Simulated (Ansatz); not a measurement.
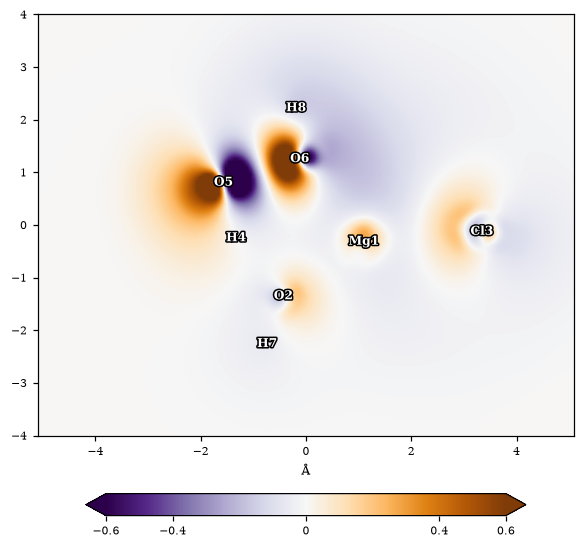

Figure. ClH2MgO2···OH. The LUMO on the molecular plane (values in Å⁻³ᐟ²; the overall sign is arbitrary).

Method: Ansatz 0.2.0, UKS PBE0-D4/6-31G.

```xyz
8

Mg   -0.7700   -0.0284   -0.8267
O     1.0500   -0.3098   -0.9028
Cl   -2.7979    0.0886   -1.8317
H     1.2659   -0.1011    0.4857
O     0.9443    0.1222    1.4945
O    -0.5173    0.2724    1.1201
H     1.7670   -0.5176   -1.5050
H    -0.9420    0.4736    1.9660
```

> What is the character of this orbital?

By Hirshfeld shares it lies mainly on O5 (about 40 %), O6 (about 25 %), Mg1 (about 20 %) and H8 (about 5 %); it is symmetric in the molecular plane (an in-plane orbital: σ, lone-pair or in-plane π type). Its energy is −1.45 eV.
